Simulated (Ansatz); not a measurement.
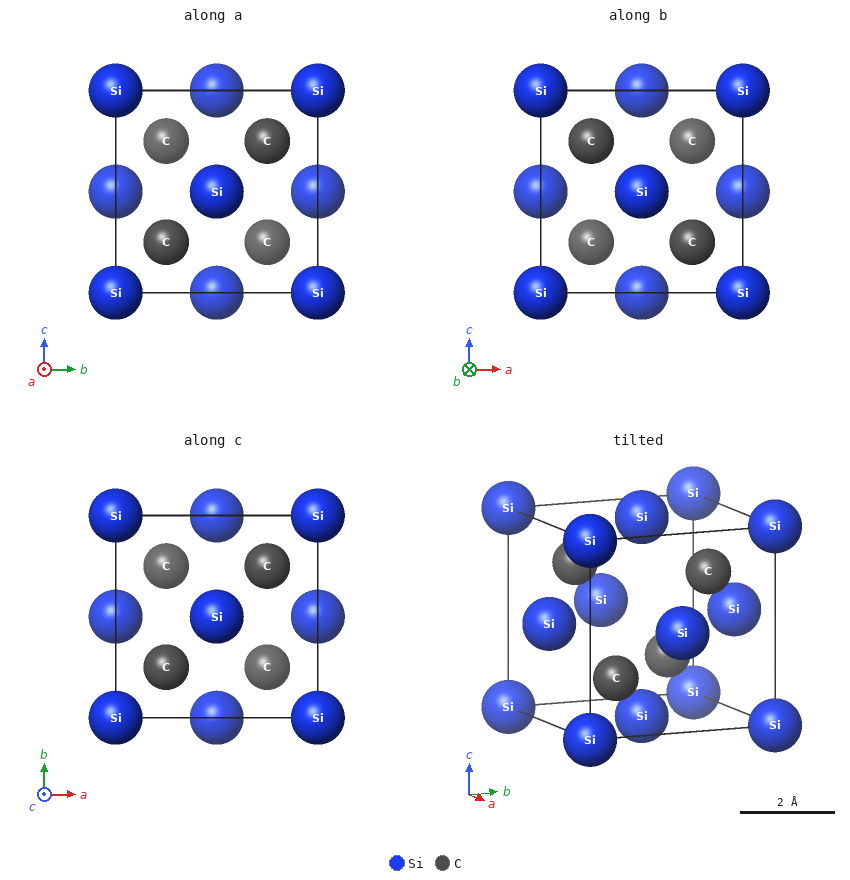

The figure gives a spheres-only picture of the atoms, viewed along the a axis, along the b axis, along the c axis and slightly off an axis. The frame is the conventional unit cell; atoms at its boundary are shown with their periodic copies.

Lattice parameters: a = 4.347 Å, b = 4.347 Å, c = 4.347 Å, α = 90.00°, β = 90.00°, γ = 90.00°.

Reconstruct the structure as a table of Wyckoff sites.

Answer. Space group F-43m (No. 216).
| atom | site | x | y | z |
| --- | --- | --- | --- | --- |
| Si | 4a | 0.0000 | 0.0000 | 0.0000 |
| C | 4d | 0.2500 | 0.2500 | 0.7500 |

Origin of the cell: a structure type filled with these elements by a generator (whether the compound takes this form wasn't checked). The atoms were relaxed in a fixed cell with DFT PBE0, scalar-relativistic, plane waves, PAW in Ansatz 0.2.0.
